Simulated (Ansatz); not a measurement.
**Run report: CH₅BO, geometry relaxation (part 2 of 2)**

Continued. System: CH₅BO. Method: RKS B3LYP-D4/def2-SVP (Ansatz 0.2.0). It belongs to a series of runs on one base structure; here: start relaxed.

Geometry of the input (Å):
```
B  0.0000  0.0000  0.0000
H  0.0000  0.0000  1.1900
C  1.3856  0.0000  -0.8000
H  1.7152  -1.0462  -0.9702
H  1.2491  0.5080  -1.7774
H  2.1552  0.5381  -0.2082
O  -1.2211  0.0000  -0.7050
H  -1.7308  -0.8467  -0.4965
```

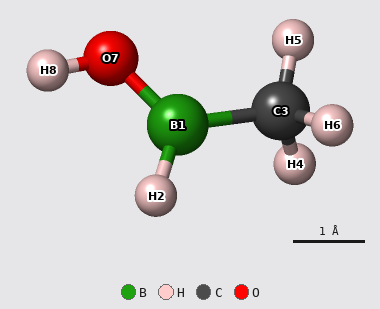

*The geometry at step 5 of the log (ball-and-stick view, seen at a tilt; atoms are numbered from 1 in the order of the input).*

Output, continued
```
relax step   9: F+E_penalty+E_count = -3840.81426892 eV  Δ(F+E_penalty+E_count) = +3.073e-6 eV  max|allowed force component| = 2.842e-2 eV/Å  Δτ_max = 0.0227 Å  (23 SCF iters, rejected (line search))
these checks for a lower state are left out or cut short: starts, cluster_reference, orbital_swaps, neighbouring_geometries, increment
742 factors; integrals over basis functions are off by at most 4.5e-4 eV
mean field evaluation 64: about -3840.6775 eV, gradient 2.8e-2 eV
mean field -3840.67753313 eV, -141.1422960380 hartree, gradient 3.5e-5 eV, S^2 0.000000; 0 other end points of the search recorded, 0 dependent functions left out
the calculation of the forces begins
reference -3840.67773376 eV, -141.1423034109 hartree; 12, 12 occupied and 55, 55 virtual orbitals, 742 factors
relax step  10: F+E_penalty+E_count = -3840.81429419 eV  Δ(F+E_penalty+E_count) = -2.220e-5 eV  max|allowed force component| = 2.244e-2 eV/Å  Δτ_max = 0.0112 Å  (23 SCF iters, accepted)
these checks for a lower state are left out or cut short: starts, cluster_reference, orbital_swaps, neighbouring_geometries, increment
742 factors; integrals over basis functions are off by at most 4.5e-4 eV
mean field -3840.67756179 eV, -141.1422970912 hartree, gradient 1.0e-5 eV, S^2 0.000000; 0 other end points of the search recorded, 0 dependent functions left out
the calculation of the forces begins
reference -3840.67776245 eV, -141.1423044651 hartree; 12, 12 occupied and 55, 55 virtual orbitals, 742 factors
relax step  11: F+E_penalty+E_count = -3840.81432489 eV  Δ(F+E_penalty+E_count) = -3.070e-5 eV  max|allowed force component| = 4.556e-3 eV/Å  Δτ_max = 0.0083 Å  (22 SCF iters, accepted)
742 factors; integrals over basis functions are off by at most 4.5e-4 eV
mean field -3840.67756179 eV, -141.1422970912 hartree, gradient 1.0e-5 eV, S^2 0.000000; 1 other end points of the search recorded, 0 dependent functions left out
the calculation of the forces begins
reference -3840.67776245 eV, -141.1423044651 hartree; 12, 12 occupied and 55, 55 virtual orbitals, 742 factors
Total energy: -3840.81452555 eV, -141.1473304162 hartree
Atom 0 at     0.017899    -0.218313    -0.089223 Å, force     0.003696    -0.001040    -0.000178 eV/Å
Atom 1 at    -0.029297    -0.511348     1.091719 Å, force    -0.000794     0.000970    -0.002679 eV/Å
Atom 2 at     1.385239     0.021440    -0.816313 Å, force    -0.004556    -0.001503     0.000436 eV/Å
Atom 3 at     2.021121    -0.878551    -0.732229 Å, force     0.000537     0.000190     0.000148 eV/Å
Atom 4 at     1.277160     0.280146    -1.881017 Å, force    -0.001035     0.000308     0.000933 eV/Å
Atom 5 at     1.947778     0.826670    -0.309984 Å, force     0.000783     0.000924     0.000328 eV/Å
Atom 6 at    -1.141094    -0.099413    -0.783490 Å, force     0.001141    -0.001205     0.002580 eV/Å
Atom 7 at    -1.925606    -0.267431    -0.246762 Å, force     0.000228     0.001356    -0.001568 eV/Å
Dipole moment:    -0.174093    -0.044799     0.148882 e Å
```

Trajectory as extended XYZ (Å, eV, eV/Å), 11 frames, from step=1 to step=11
```
8
Properties=species:S:1:pos:R:3:forces:R:3 step=1 energy=-3840.18708
B     0.0000    0.0000    0.0000   -0.3431  -0.1003  -1.5338
H     0.0000    0.0000    1.1900   -0.1518  -0.2254   0.6516
C     1.3856    0.0000   -0.8000   -0.7593   0.8322   0.3807
H     1.7152   -1.0462   -0.9702   -0.0308   0.1809   0.0354
H     1.2491    0.5080   -1.7774    0.1855  -0.2733   0.1052
H     2.1552    0.5381   -0.2082    0.0200  -0.2898  -0.2446
O    -1.2211    0.0000   -0.7050    0.5206  -2.0578   0.6559
H    -1.7308   -0.8467   -0.4965    0.5589   1.9334  -0.0503
8
Properties=species:S:1:pos:R:3:forces:R:3 step=2 energy=-3840.43796
B     0.0060   -0.0327   -0.0355   -0.3825  -0.0052  -0.9702
H    -0.0506   -0.0661    1.1745   -0.1277  -0.2332   0.0828
C     1.3898    0.0363   -0.7963   -0.3444   0.4945   0.2085
H     1.7240   -1.0065   -0.9616   -0.0080   0.0163   0.0196
H     1.2823    0.5131   -1.7873    0.0931  -0.0936   0.0507
H     2.1736    0.5486   -0.2116    0.0109  -0.0769  -0.1081
O    -1.1562   -0.0911   -0.8034   -0.6664  -2.3657   1.7842
H    -1.8158   -0.7484   -0.3462    1.4250   2.2638  -1.0675
8
Properties=species:S:1:pos:R:3:forces:R:3 step=3 energy=-3840.69030
B     0.0067   -0.0412   -0.0813    0.4990  -0.4727   0.6761
H    -0.0661   -0.2534    1.1065    0.1559   0.0879   0.3173
C     1.3860    0.0867   -0.7983    0.0040   0.2022  -0.1729
H     1.7165   -0.9723   -0.8464    0.1099   0.0477  -0.0294
H     1.3234    0.4528   -1.8348    0.0221   0.0132  -0.0185
H     2.1696    0.6350   -0.2512   -0.0888  -0.0167   0.0260
O    -1.1293   -0.1549   -0.7766   -1.2491  -0.5870  -0.5163
H    -1.8536   -0.5996   -0.2852    0.5469   0.7254  -0.2823
8
Properties=species:S:1:pos:R:3:forces:R:3 step=4 energy=-3840.78492
B     0.0196   -0.1224   -0.0643   -0.5728  -0.1476  -0.4705
H    -0.0562   -0.2414    1.1442    0.0112   0.0655  -0.0064
C     1.3890    0.0772   -0.8025   -0.1866  -0.3476  -0.0323
H     1.7944   -0.9543   -0.8902    0.1073   0.0865   0.0354
H     1.3091    0.4582   -1.8315   -0.0690   0.0898   0.0168
H     2.1253    0.6552   -0.2322    0.0905   0.0912   0.0628
O    -1.1244   -0.2747   -0.8130    0.8015   0.2187   0.2480
H    -1.9037   -0.4446   -0.2778   -0.1820  -0.0566   0.1461
8
Properties=species:S:1:pos:R:3:forces:R:3 step=5 energy=-3840.80122
B     0.0252   -0.1891   -0.0811   -0.2581  -0.1193   0.2970
H    -0.0121   -0.4010    1.1247   -0.0092   0.0206  -0.1429
C     1.3916    0.0309   -0.8159   -0.1089   0.0098   0.0272
H     1.9668   -0.9143   -0.7973   -0.0045   0.0248  -0.0086
H     1.2716    0.3501   -1.8621    0.0586   0.0059  -0.0218
H     2.0061    0.7663   -0.2670    0.0149  -0.0010  -0.0598
O    -1.1380   -0.1657   -0.7808   -0.0839   0.0287  -0.1438
H    -1.9580   -0.3240   -0.2877    0.3912   0.0305   0.0528
8
Properties=species:S:1:pos:R:3:forces:R:3 step=6 energy=-3840.81268
B     0.0166   -0.2057   -0.0798    0.1344   0.0655  -0.1096
H    -0.0295   -0.4542    1.1072   -0.0325  -0.0296   0.0697
C     1.3804    0.0286   -0.8135    0.1036  -0.0220   0.0052
H     1.9843   -0.8979   -0.7654   -0.0038   0.0278  -0.0021
H     1.2712    0.3171   -1.8716   -0.0158  -0.0110   0.0420
H     1.9802    0.7959   -0.2911   -0.0152  -0.0140  -0.0133
O    -1.1315   -0.1324   -0.7930   -0.1192  -0.0122   0.0046
H    -1.9185   -0.2982   -0.2602   -0.0515  -0.0045   0.0036
8
Properties=species:S:1:pos:R:3:forces:R:3 step=7 energy=-3840.81414
B     0.0186   -0.2096   -0.0855   -0.0358  -0.0083  -0.0186
H    -0.0320   -0.4786    1.1004    0.0021  -0.0015   0.0095
C     1.3851    0.0246   -0.8145    0.0101   0.0063  -0.0048
H     2.0040   -0.8893   -0.7522   -0.0030  -0.0016   0.0013
H     1.2723    0.3010   -1.8743    0.0069  -0.0014  -0.0011
H     1.9681    0.8090   -0.2995   -0.0032   0.0030  -0.0017
O    -1.1385   -0.1191   -0.7884    0.0190   0.0036   0.0136
H    -1.9245   -0.2850   -0.2533    0.0038  -0.0001   0.0019
8
Properties=species:S:1:pos:R:3:forces:R:3 step=8 energy=-3840.81427
B     0.0182   -0.2137   -0.0873   -0.0053   0.0011  -0.0001
H    -0.0309   -0.4926    1.0969    0.0023  -0.0012  -0.0026
C     1.3851    0.0234   -0.8155    0.0049  -0.0005   0.0024
H     2.0109   -0.8849   -0.7436    0.0006   0.0013   0.0007
H     1.2751    0.2922   -1.8775    0.0002  -0.0008  -0.0007
H     1.9592    0.8168   -0.3038   -0.0018  -0.0006  -0.0011
O    -1.1395   -0.1106   -0.7862   -0.0022   0.0003   0.0009
H    -1.9249   -0.2775   -0.2503    0.0011   0.0006   0.0004
8
Properties=species:S:1:pos:R:3:forces:R:3 step=9 energy=-3840.81427 accepted=F
B     0.0176   -0.2174   -0.0889    0.0130  -0.0284  -0.0073
H    -0.0287   -0.5145    1.0914   -0.0048   0.0137  -0.0066
C     1.3850    0.0216   -0.8164    0.0145   0.0004   0.0061
H     2.0219   -0.8784   -0.7307   -0.0136   0.0180  -0.0012
H     1.2771    0.2789   -1.8817   -0.0004  -0.0012   0.0094
H     1.9471    0.8282   -0.3107   -0.0056  -0.0104  -0.0083
O    -1.1411   -0.0996   -0.7838   -0.0038   0.0103   0.0130
H    -1.9257   -0.2656   -0.2465    0.0008  -0.0024  -0.0052
8
Properties=species:S:1:pos:R:3:forces:R:3 step=10 energy=-3840.81429
B     0.0180   -0.2180   -0.0891   -0.0045   0.0224   0.0077
H    -0.0297   -0.5033    1.0938    0.0000  -0.0083  -0.0057
C     1.3854    0.0219   -0.8160   -0.0085  -0.0076  -0.0039
H     2.0180   -0.8807   -0.7368    0.0039  -0.0031  -0.0002
H     1.2765    0.2849   -1.8796    0.0004  -0.0002  -0.0013
H     1.9516    0.8227   -0.3072    0.0000   0.0035   0.0027
O    -1.1409   -0.1033   -0.7844    0.0064  -0.0090   0.0014
H    -1.9256   -0.2710   -0.2479    0.0023   0.0023  -0.0008
8
Properties=species:S:1:pos:R:3:forces:R:3 step=11 energy=-3840.81432
B     0.0179   -0.2183   -0.0892    0.0037  -0.0010  -0.0002
H    -0.0293   -0.5113    1.0917   -0.0008   0.0010  -0.0027
C     1.3852    0.0214   -0.8163   -0.0046  -0.0015   0.0004
H     2.0211   -0.8786   -0.7322    0.0005   0.0002   0.0001
H     1.2772    0.2801   -1.8810   -0.0010   0.0003   0.0009
H     1.9478    0.8267   -0.3100    0.0008   0.0009   0.0003
O    -1.1411   -0.0994   -0.7835    0.0011  -0.0012   0.0026
H    -1.9256   -0.2674   -0.2468    0.0002   0.0014  -0.0016
```

Summary

| quantity | value |
| --- | --- |
| outcome | converged |
| total energy | −3840.8145 eV |
| mean-field energy | −3840.6778 eV |
| largest force (length of the vector) at the end | 0.005 eV/Å |
| hardware | 1 thread of Arm Neoverse V1, 24 GiB of memory available, shared host |
| wall time | 22 s |
| peak memory | 0.13 GiB |
